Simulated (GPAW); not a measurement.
# Collinear magnetic orders of WSe227 V2 d3p28 with GPAW

Aim: find out whether WSe227 V2 d3p28 carries moments, and which collinear order costs least.

Method: PBE; plane waves with GPAW's PAW setups, scalar-relativistic, in GPAW 26.7.0.

### Step 1. Set-up

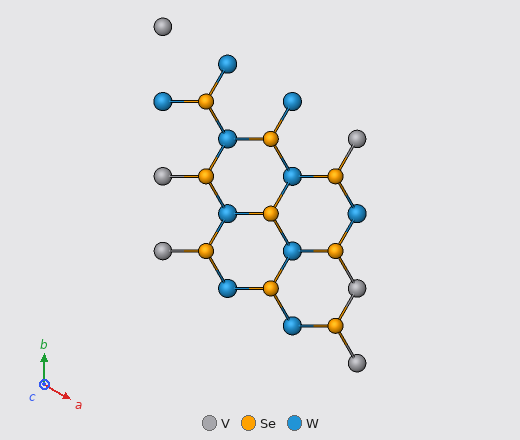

Start, viewed from above; vanadium grey, selenium orange, tungsten blue. Bonds to atoms that aren't drawn are left out. Some periodic images of atoms are drawn too.

The cell holds 27 atoms: 2 V, 18 Se and 7 W. Cell: a = 9.846 Å, b = 9.846 Å, c = 16.340 Å, α = 90.0°, β = 90.0°, γ = 120.0°. substitutional dopants on the host's lattice, its constants typed without a cited source, atoms not relaxed. Vacuum lies along c.

### Step 2. Run 1 (ferro ++)

The parallel start comes first: it fits the smallest cell, keeps the most symmetry and shows whether parallel moments form.

File order1.py:

```python
import json
import numpy as np
from ase import Atoms
from ase.parallel import paropen, parprint
from gpaw import GPAW

atoms = Atoms(['V', 'Se', 'Se', 'V', 'Se', 'Se', 'W', 'Se', 'Se', 'W', 'Se', 'Se', 'W', 'Se', 'Se', 'W', 'Se', 'Se', 'W', 'Se', 'Se', 'W', 'Se', 'Se', 'W', 'Se', 'Se'],
    cell=[[9.846, 0.0, 0.0],
         [-4.923, 8.526886, 0.0],
         [0.0, -0.0, 16.34]],
    scaled_positions=[[0.0, 0.0, 0.5],
         [0.222222, 0.111111, 0.602203],
         [0.222222, 0.111111, 0.397797],
         [0.0, 0.333333, 0.5],
         [0.222222, 0.444444, 0.602203],
         [0.222222, 0.444444, 0.397797],
         [0.0, 0.666667, 0.5],
         [0.222222, 0.777778, 0.602203],
         [0.222222, 0.777778, 0.397797],
         [0.333333, 0.0, 0.5],
         [0.555556, 0.111111, 0.602203],
         [0.555556, 0.111111, 0.397797],
         [0.333333, 0.333333, 0.5],
         [0.555556, 0.444444, 0.602203],
         [0.555556, 0.444444, 0.397797],
         [0.333333, 0.666667, 0.5],
         [0.555556, 0.777778, 0.602203],
         [0.555556, 0.777778, 0.397797],
         [0.666667, 0.0, 0.5],
         [0.888889, 0.111111, 0.602203],
         [0.888889, 0.111111, 0.397797],
         [0.666667, 0.333333, 0.5],
         [0.888889, 0.444444, 0.602203],
         [0.888889, 0.444444, 0.397797],
         [0.666667, 0.666667, 0.5],
         [0.888889, 0.777778, 0.602203],
         [0.888889, 0.777778, 0.397797]],
    pbc=True,
    magmoms=[2.0, 0.0, 0.0, 2.0, 0.0, 0.0, 0.0, 0.0, 0.0, 0.0, 0.0, 0.0, 0.0, 0.0, 0.0, 0.0, 0.0, 0.0, 0.0, 0.0, 0.0, 0.0, 0.0, 0.0, 0.0, 0.0, 0.0])
atoms.calc = GPAW(mode={'name': 'pw', 'ecut': 450},
    xc='PBE',
    kpts={'size': (3, 3, 1), 'gamma': True},
    occupations={'name': 'fermi-dirac', 'width': 0.05},
    convergence={'density': 1e-05, 'energy': 1e-05},
    maxiter=200,
    mixer={'name': 'pulay', 'beta': 0.05, 'nmaxold': 6, 'weight': 50},
    symmetry={'tolerance': 1e-4},
    txt='order1.txt')
e = atoms.get_potential_energy(force_consistent=True)
res = {'free_energy': e, 'energy_sigma0': atoms.get_potential_energy(), 'fermi_energy': atoms.calc.get_fermi_level()}
res['moments'] = atoms.get_magnetic_moments().tolist()
res['total'] = atoms.get_magnetic_moment()
parprint('site moments (muB):', np.round(res['moments'], 3))
parprint(f"total moment: {res['total']:.3f} muB")
parprint(f'free energy: {e:.6f} eV')
atoms.calc.write('order1.gpw')
with paropen('results.json', 'w') as f:
    json.dump(res, f)
```

The run is started by

```sh
$ OMP_NUM_THREADS=1 mpirun -n 4 gpaw python order1.py > order1.log
```

Numbers of over 12 decimals in the logs are rounded to 6 here.

Output:

```text
site moments (muB): [ 0.494 -0.002 -0.002  0.494 -0.002 -0.002  0.028  0.006  0.006  0.015
  0.001  0.001  0.102 -0.002 -0.002  0.015  0.001  0.001  0.01  -0.014
 -0.014  0.016 -0.007 -0.007  0.016 -0.007 -0.007]
total moment: 1.445 muB
free energy: -176.157378 eV

--- order1.txt ---
Input parameters:
  mode=PW(ecut=450),
  convergence={'density': 1e-05, 'energy': 1e-05},
  kpts=MonkhorstPack(size=(3, 3, 1), gamma=True),
  maxiter=200,
  mixer=Pulay(name='pulay', nmaxold=6, beta=0.05, weight=50, sigma=0.015, g_ss=None),
  occupations=Occupations(name='fermi-dirac', width=0.05),
  symmetry=Symmetry(tolerance=0.0001),
  xc=XC(name='PBE')

Diagonalizing LCAO Hamiltonian
Converting LCAO to pw mode

                Se      Se      Se

           W      Se      Se      Se

             V  Se  Se  Se  Se  Se  Se

               V  Se   W  Se   W  Se

                    Se      Se      Se

Atoms  # Å, Bohr magnetons
|    | symbol |         x |        y |        z |    initial magnetic moments |
|----|--------|-----------|----------|----------|-----------------------------|
|  0 |      V |  0.000000 | 0.000000 | 8.170000 | ( 0.0000,  0.0000,  2.0000) |
|  1 |     Se |  1.640998 | 0.947431 | 9.839997 | ( 0.0000,  0.0000,  0.0000) |
|  2 |     Se |  1.640998 | 0.947431 | 6.500003 | ( 0.0000,  0.0000,  0.0000) |
|  3 |      V | -1.640998 | 2.842292 | 8.170000 | ( 0.0000,  0.0000,  2.0000) |
|  4 |     Se | -0.000000 | 3.789723 | 9.839997 | ( 0.0000,  0.0000,  0.0000) |
|  5 |     Se | -0.000000 | 3.789723 | 6.500003 | ( 0.0000,  0.0000,  0.0000) |
|  6 |      W | -3.282002 | 5.684594 | 8.170000 | ( 0.0000,  0.0000,  0.0000) |
|  7 |     Se | -1.641003 | 6.632024 | 9.839997 | ( 0.0000,  0.0000,  0.0000) |
|  8 |     Se | -1.641003 | 6.632024 | 6.500003 | ( 0.0000,  0.0000,  0.0000) |
|  9 |      W |  3.281997 | 0.000000 | 8.170000 | ( 0.0000,  0.0000,  0.0000) |
| 10 |     Se |  4.923005 | 0.947431 | 9.839997 | ( 0.0000,  0.0000,  0.0000) |
| 11 |     Se |  4.923005 | 0.947431 | 6.500003 | ( 0.0000,  0.0000,  0.0000) |
| 12 |      W |  1.640998 | 2.842292 | 8.170000 | ( 0.0000,  0.0000,  0.0000) |
| 13 |     Se |  3.282007 | 3.789723 | 9.839997 | ( 0.0000,  0.0000,  0.0000) |
| 14 |     Se |  3.282007 | 3.789723 | 6.500003 | ( 0.0000,  0.0000,  0.0000) |
| 15 |      W | -0.000005 | 5.684594 | 8.170000 | ( 0.0000,  0.0000,  0.0000) |
| 16 |     Se |  1.641003 | 6.632024 | 9.839997 | ( 0.0000,  0.0000,  0.0000) |
| 17 |     Se |  1.641003 | 6.632024 | 6.500003 | ( 0.0000,  0.0000,  0.0000) |
| 18 |      W |  6.564003 | 0.000000 | 8.170000 | ( 0.0000,  0.0000,  0.0000) |
| 19 |     Se |  8.205002 | 0.947431 | 9.839997 | ( 0.0000,  0.0000,  0.0000) |
| 20 |     Se |  8.205002 | 0.947431 | 6.500003 | ( 0.0000,  0.0000,  0.0000) |
| 21 |      W |  4.923005 | 2.842292 | 8.170000 | ( 0.0000,  0.0000,  0.0000) |
| 22 |     Se |  6.564003 | 3.789723 | 9.839997 | ( 0.0000,  0.0000,  0.0000) |
| 23 |     Se |  6.564003 | 3.789723 | 6.500003 | ( 0.0000,  0.0000,  0.0000) |
| 24 |      W |  3.282002 | 5.684594 | 8.170000 | ( 0.0000,  0.0000,  0.0000) |
| 25 |     Se |  4.923000 | 6.632024 | 9.839997 | ( 0.0000,  0.0000,  0.0000) |
| 26 |     Se |  4.923000 | 6.632024 | 6.500003 | ( 0.0000,  0.0000,  0.0000) |

Unit cell  # Å
| periodic |         x |         y |         z |   lengths |     angles |
|----------|-----------|-----------|-----------|-----------|------------|
|      yes |  9.846000 |  0.000000 |  0.000000 |  9.846000 |  90.000000 |
|      yes | -4.923000 |  8.526886 |  0.000000 |  9.846000 |  90.000000 |
|      yes |  0.000000 | -0.000000 | 16.340000 | 16.340000 | 120.000000 |

Number of symmetries: 2

BZ-sampling:
  Number of BZ points: 9
  Number of IBZ points: 5

  Monkhorst-Pack size: [3, 3, 1]
  Monkhorst-Pack shift: [0, 0, 0]

K-points  # in reciprocal-cell coordinates
|   |                                coordinates |     weight |
|---|--------------------------------------------|------------|
| 0 | (  0.00000000,   0.00000000,   0.00000000) | 0.11111111 |
| 1 | (  0.00000000,   0.33333333,   0.00000000) | 0.22222222 |
| 2 | (  0.33333333,  -0.33333333,   0.00000000) | 0.22222222 |
| 3 | (  0.33333333,   0.00000000,   0.00000000) | 0.22222222 |
| 4 | (  0.33333333,   0.33333333,   0.00000000) | 0.22222222 |

Plane wave coefficients: 29763
Cutoff: 450.000000 eV

Spin-components: 2 (collinear spins)
Bands:           146
Projectors:      144
Spin-degeneracy: 1
Datatype:        complex128

Parallelization:
  kpt:    2
  domain: 2
  band:   1

Density:
  Valence electrons: 232.0
  Components: 2
  Grid points: [49 49 80]
  Charge: 0.0  # |e|

Potential:
  Grid points: [49 49 80]

species:
  V:
    name:    Vanadium
    Z:       23.0
    valence: 13
    core:    10
    charge:  0.0  # [|e|]
    compensation charges:
      type: gauss
      rc: 0.37  # [Å]
      lmax: 2
    cutoffs:
      filter: 2.14  # [Å]
      core: 0.96  # [Å]
    projectors
    | kind |    occ | energy [eV] | rcut [Å] |
    |------|--------|-------------|----------|
    |   3s |  2.000 |     -70.222 |    1.254 |
    |   4s |  2.000 |      -4.702 |    1.254 |
    |   3p |  6.000 |     -44.043 |    1.281 |
    |   4p |  0.000 |      -1.444 |    1.281 |
    |   3d |  3.000 |      -5.164 |    1.169 |
    |    d |        |      22.047 |    1.169 |

    Using partial waves for V as LCAO basis

  Se:
    name:    Selenium
    Z:       34.0
    valence: 6
    core:    28
    charge:  0.0  # [|e|]
    compensation charges:
      type: gauss
      rc: 0.27  # [Å]
      lmax: 2
    cutoffs:
      filter: 1.77  # [Å]
      core: 2.67  # [Å]
    projectors
    | kind |    occ | energy [eV] | rcut [Å] |
    |------|--------|-------------|----------|
    |   4s |  2.000 |     -17.277 |    0.847 |
    |   4p |  4.000 |      -6.512 |    1.005 |
    |    s |        |       9.935 |    0.847 |
    |    p |        |      20.699 |    1.005 |
    |    d |        |       0.000 |    0.847 |

    Using partial waves for Se as LCAO basis

  W:
    name:    Tungsten
    Z:       74.0
    valence: 14
    core:    60
    charge:  0.0  # [|e|]
    compensation charges:
      type: gauss
      rc: 0.40  # [Å]
      lmax: 2
    cutoffs:
      filter: 2.36  # [Å]
      core: 3.02  # [Å]
    projectors
    | kind |    occ | energy [eV] | rcut [Å] |
    |------|--------|-------------|----------|
    |   5s |  2.000 |     -78.830 |    1.344 |
    |   6s |  2.000 |      -5.697 |    1.344 |
    |   5p |  6.000 |     -43.233 |    1.355 |
    |   6p |  0.000 |      -1.367 |    1.355 |
    |   5d |  4.000 |      -4.494 |    1.228 |
    |    d |        |      22.717 |    1.228 |

    Using partial waves for W as LCAO basis

Reference energy: -4312906.271060  # eV

eigensolver:
  PPCG
  Converge bands: occupied
  niter=2

density mixing:
  Pulay-Mixer
  Linear mixing parameters: 0.05
  Old densities: 6
  Fourier metric: weight=50, sigma=0.015

occupation numbers:
  Fermi-Dirac:
    width: 0.0500  # eV

poisson solver:
  ecut: 3600.000000  # eV

xc functional:
  name: PBE with 2 nearest neighbor stencil

convergence criteria:
- Maximum integral of absolute [dens]ity change: 1e-05 electrons / valence electron
- Maximum [total energy] change in last 3 cyles: 1e-05 eV / valence electron
- Maximum integral of absolute [eigenst]ate change: 4e-08 eV^2 / valence electron
maximum number of iterations: 200

SCF iterations
|iter     |      energy | eigst |  dens |  magmom |
|---------|-------------|-------|-------|---------|
|iter:   1|       0s | -178.093562 | +0.40 |       |  +4.0021|
|iter:   2|      34s | -177.611966 | -0.87 | -1.12 |  +3.8963|
|iter:   3|      67s | -177.172824 | -1.71 | -1.19 |  +3.7730|
|iter:   4|     100s | -175.975706 | -1.13 | -1.22 |  +3.1147|
|iter:   5|     133s | -175.957579 | -1.88 | -1.46 |  +2.8375|
|iter:   6|     166s | -175.991515 | -2.60 | -1.57 |  +2.5444|
|iter:   7|     199s | -176.080450 | -2.56 | -1.71 |  +2.0349|
|iter:   8|     233s | -176.080148 | -2.90 | -2.05 |  +1.9271|
|iter:   9|     267s | -176.081626c| -2.93 | -2.18 |  +1.8446|
|iter:  10|     300s | -176.082873 | -3.94 | -2.33 |  +1.8266|
[... 19 iterations left out ...]
|iter:  30|    1013s | -176.118009c| -6.84 | -4.16 |  +1.4505|
|iter:  31|    1030s | -176.117998c| -7.64c| -4.33 |  +1.4500|
|iter:  32|    1048s | -176.117986c| -7.56c| -4.37 |  +1.4494|
|iter:  33|    1082s | -176.117960c| -7.31 | -4.41 |  +1.4481|
|iter:  34|    1100s | -176.117944c| -7.90c| -4.53 |  +1.4473|
|iter:  35|    1120s | -176.117929c| -7.75c| -4.60 |  +1.4465|
|iter:  36|    1139s | -176.117910c| -7.47c| -4.70 |  +1.4454|
|iter:  37|    1158s | -176.117909c| -7.68c| -4.94 |  +1.4453|
|iter:  38|    1177s | -176.117903c| -7.77c| -4.98 |  +1.4451|
|iter:  39|    1195s | -176.117902c| -7.79c| -5.05c|  +1.4450|

Converged in 39 steps
Energy contributions relative to reference atoms: (reference = -4312906.271060)

Energy contributions:
  Kinetic:         195.523839
  Coulomb:        -200.398604
  Zero:             -0.755961
  External:          0.000000
  Xc:             -170.447699
  Entropy:          -0.078953
  Spinorbit:         0.000000
  ----------------------------
  Free energy:    -176.157378
  Extrapolated:   -176.117902

dipole moment: (2.990486, -106.334336, 0.001198)  # |e|*Ang

Total magnetic moment: (0.000000, 0.000000, 1.444977)

Local magnetic moments
|        x |        y |         z |
|----------|----------|-----------|
| 0.000000 | 0.000000 |  0.493997 |  # V    0
| 0.000000 | 0.000000 | -0.001761 |  # Se   1
| 0.000000 | 0.000000 | -0.001761 |  # Se   2
| 0.000000 | 0.000000 |  0.494073 |  # V    3
| 0.000000 | 0.000000 | -0.001768 |  # Se   4
| 0.000000 | 0.000000 | -0.001768 |  # Se   5
| 0.000000 | 0.000000 |  0.027514 |  # W    6
| 0.000000 | 0.000000 |  0.006161 |  # Se   7
| 0.000000 | 0.000000 |  0.006161 |  # Se   8
| 0.000000 | 0.000000 |  0.015003 |  # W    9
| 0.000000 | 0.000000 |  0.001355 |  # Se  10
| 0.000000 | 0.000000 |  0.001355 |  # Se  11
| 0.000000 | 0.000000 |  0.101889 |  # W   12
| 0.000000 | 0.000000 | -0.001601 |  # Se  13
| 0.000000 | 0.000000 | -0.001601 |  # Se  14
| 0.000000 | 0.000000 |  0.015015 |  # W   15
| 0.000000 | 0.000000 |  0.001355 |  # Se  16
| 0.000000 | 0.000000 |  0.001355 |  # Se  17
| 0.000000 | 0.000000 |  0.010377 |  # W   18
| 0.000000 | 0.000000 | -0.013952 |  # Se  19
| 0.000000 | 0.000000 | -0.013952 |  # Se  20
| 0.000000 | 0.000000 |  0.016309 |  # W   21
| 0.000000 | 0.000000 | -0.007126 |  # Se  22
| 0.000000 | 0.000000 | -0.007126 |  # Se  23
| 0.000000 | 0.000000 |  0.016299 |  # W   24
| 0.000000 | 0.000000 | -0.007135 |  # Se  25
| 0.000000 | 0.000000 | -0.007135 |  # Se  26

Fermi level: 0.038
Eigenvalues  # (at kpt = [0.000, 0.000, 0.000])
| band index |      eig [eV] | occ [0-1] |      eig [eV] | occ [0-1] |
|------------|---------------|-----------|---------------|-----------|
|          0 |       -73.861 |     1.000 |       -73.810 |     1.000 |
|        ... |               |           |               |           |
|        107 |        -0.977 |     1.000 |        -0.890 |     1.000 |
|        108 |        -0.910 |     1.000 |        -0.780 |     1.000 |
|        109 |        -0.843 |     1.000 |        -0.765 |     1.000 |
|        110 |        -0.843 |     1.000 |        -0.745 |     1.000 |
|        111 |        -0.810 |     1.000 |        -0.732 |     1.000 |
|        112 |        -0.795 |     1.000 |        -0.634 |     1.000 |
|        113 |        -0.727 |     1.000 |        -0.564 |     1.000 |
|        114 |        -0.193 |     0.990 |         0.041 |     0.485 |
|        115 |         0.141 |     0.113 |         0.315 |     0.004 |
|        116 |         0.176 |     0.060 |         0.375 |     0.001 |
|        117 |         1.295 |     0.000 |         1.786 |     0.000 |
|        118 |         1.556 |     0.000 |         1.805 |     0.000 |
|        119 |         1.770 |     0.000 |         2.090 |     0.000 |
|        120 |         1.881 |     0.000 |         2.096 |     0.000 |
|        121 |         1.904 |     0.000 |         2.123 |     0.000 |
|        ... |               |           |               |           |
|        145 |         3.817 |     0.000 |         3.856 |     0.000 |

No gap
No difference between direct/indirect transitions
```

The job ended after 21 min (4 MPI ranks of Arm Neoverse V1, shared host; peak memory 2.7 GiB; 83 min of CPU time).

Spin moment in the augmentation sphere by element, in μB:

```
element  atoms    mean  spread (r.m.s.)   least  largest
      V      2   0.494            0.000   0.494    0.494
     Se     18  -0.003            0.006  -0.014    0.006
      W      7   0.029            0.030   0.010    0.102
```

The atoms farthest from the mean of their element:

```
atom       x, y, z (Å)  spin moment in the augmentation sphere (μB)
 W13  1.64, 2.84, 8.17                                        0.102
 W19  6.56, 0.00, 8.17                                        0.010
 W10  3.28, 0.00, 8.17                                        0.015
 W16  0.00, 5.68, 8.17                                        0.015
 W25  3.28, 5.68, 8.17                                        0.016
 W22  4.92, 2.84, 8.17                                        0.016
Se21  8.21, 0.95, 6.50                                       -0.014
Se20  8.21, 0.95, 9.84                                       -0.014
```

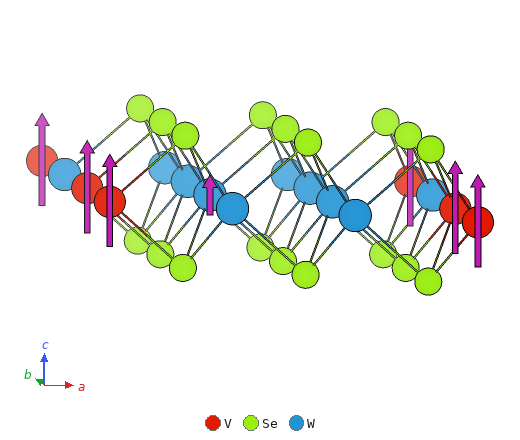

Spin moment in the augmentation sphere as arrows, the longest 0.494 μB. Up and down stand for the sign. Arrows give size and sign along the axis of quantisation, drawn up and down the page. Each arrow also spans its atom, so small moments look longer than they are. Bonds to atoms that aren't drawn are left out. Some periodic images of atoms are drawn too.

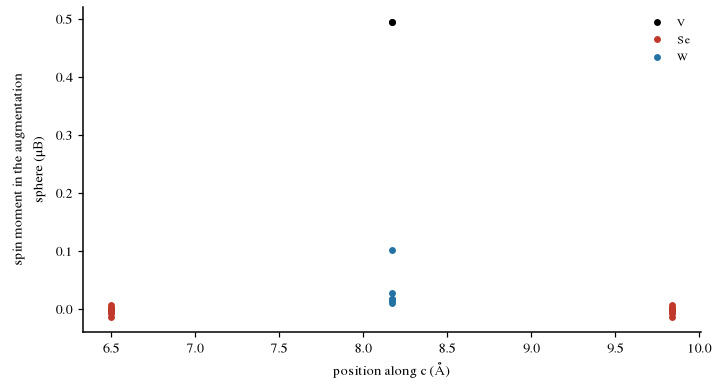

Spin moment in the augmentation sphere along the cell.

Read from the output:

```
magnetization : 1.445 μB
final state   : ferromagnetic
```

After 39 cycles the largest moment stands at 0.494 μB.

(Part 1 of 2 ends here.)

[Logs and program files are shortened in this print: banners, set-up blocks, solver, clock and traceback lines can be left out without a mark of their own.]

[Logs are printed without paths, hosts, clocks, repeated set-up lines and the standing remarks that a program may print on its own settings, such as how far it seeks lower states.]

[Hosts, paths, dates, database ids (printed as entryN), source tags and the programs' standing remarks are cut or masked in the printed files.]

[Where a cell is said to come from a database of computed structures, the database is the Materials Project.]
